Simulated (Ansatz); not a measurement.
**CH7GeSi (SMILES C[SiH2][GeH2]) (doublet): density, localisation and related maps**

The calculation's input:

```
crystal:
  periodic: [false, false, false]
  atoms:
    - {symbol: C, position_ang: [-0.521906, -1.297306, -0.392337]}
    - {symbol: Ge, position_ang: [1.945197, 0.951227, 0.917902]}
    - {symbol: Si, position_ang: [0.822517, -0.077878, -0.929621]}
    - {symbol: H, position_ang: [-1.007583, -1.742783, -1.276288]}
    - {symbol: H, position_ang: [-0.093003, -2.110185, 0.213738]}
    - {symbol: H, position_ang: [-1.292986, -0.789828, 0.207630]}
    - {symbol: H, position_ang: [0.227699, 1.012679, -1.758554]}
    - {symbol: H, position_ang: [1.855437, -0.778002, -1.750083]}
    - {symbol: H, position_ang: [2.705429, -0.050212, 1.828915]}
    - {symbol: H, position_ang: [1.015634, 1.804556, 1.822632]}
basis:
  gaussian: {orbitals: def2-TZVPD}
magnetization: {spin_polarized: true, initial_magnetization: 1}
hamiltonian: {xc: {name: PBE0}}
output: {forces: true, orbitals: {seedname: orbitals}}
```

Run with:

```sh
ansatz run input.yaml --threads 2 --pin off --max-ram 4350MiB --events-out events.jsonl --progress --plain --runs-dir runs
```

Geometry: B3LYP-D3(BJ)/def2-SVP.

These are results of isolated molecule in a Gaussian basis; Kohn-Sham density functional theory, functional PBE0 (Ansatz 0.2.0), not measurements.

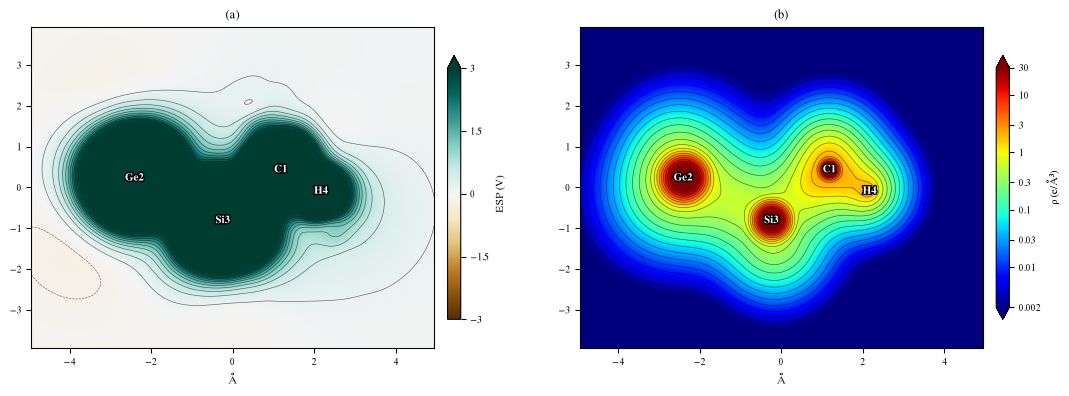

Figure 1. (a) molecular electrostatic potential; (b) total electron density on the plane of atoms Si3, C1 and H4.

Question: What does the map show?

Answer:
- The plane passes through C, Ge, Si and H nuclei.
- C–Si (1.89 Å): the density is about 0.92 e/Å³ at the midpoint.
- Si–Ge (2.39 Å): the density is about 0.59 e/Å³ at the midpoint.
- C–H (1.10 Å): ρ at the midpoint is about 1.9 e/Å³.
- The potential has no marked negative region in this plane.

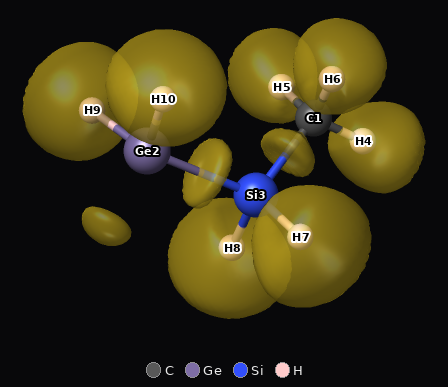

Figure 2. Isosurface of the ELF at 0.85 (yellow), seen at a tilt. Core shells and regions of very low density are left out.

Question: What do the ELF domains correspond to?

Answer: At this value the surface marks out one region between bonded C–Si atoms (shared pairs), one region between bonded Ge–Si atoms (shared pairs), seven regions around hydrogen nuclei and one lobe on Ge, pointing away from the bonds (non-bonding electrons).


C–Si (1.89 Å): the ELF peaks at about 0.95 between the atoms (a shared electron pair). Si–Ge (2.39 Å): the ELF peaks at about 0.95 between the atoms (localised, covalent bonding).

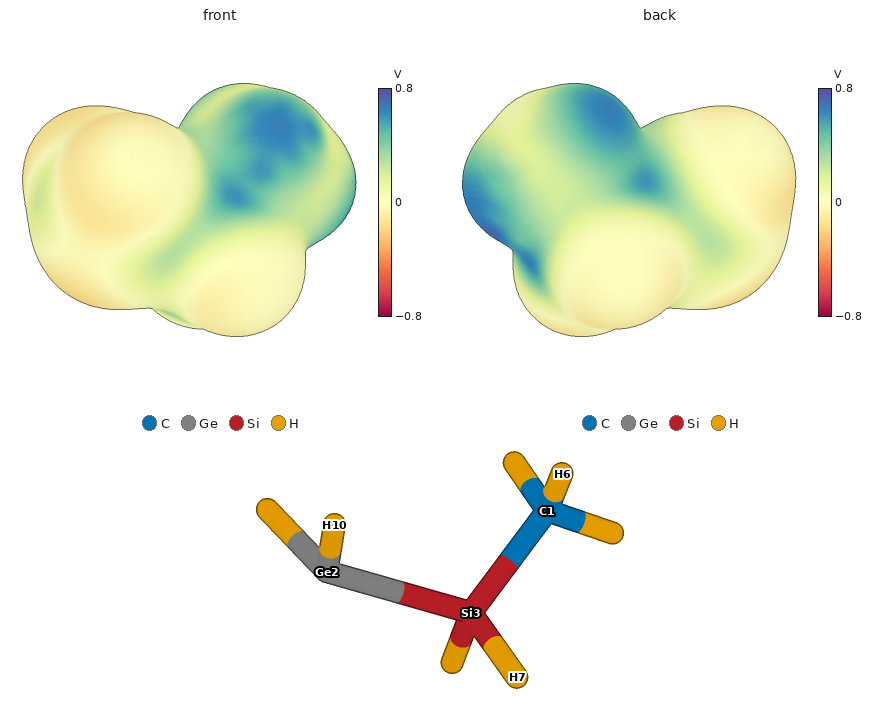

Figure 3. The electrostatic potential painted on the density surface at 0.001 e/bohr³, seen from the front and from behind; red is negative and blue positive. The bare structure is drawn below in the same view.

Question: Describe the electrostatic potential map.

Answer: The most negative region (about −0.2 V) lies over H9 and H10, the most positive (about +0.7 V) over Si3, H4, H5 and H6.

Question: What dipole moment does the calculation give?

Answer: Its dipole moment is 1.05 D.
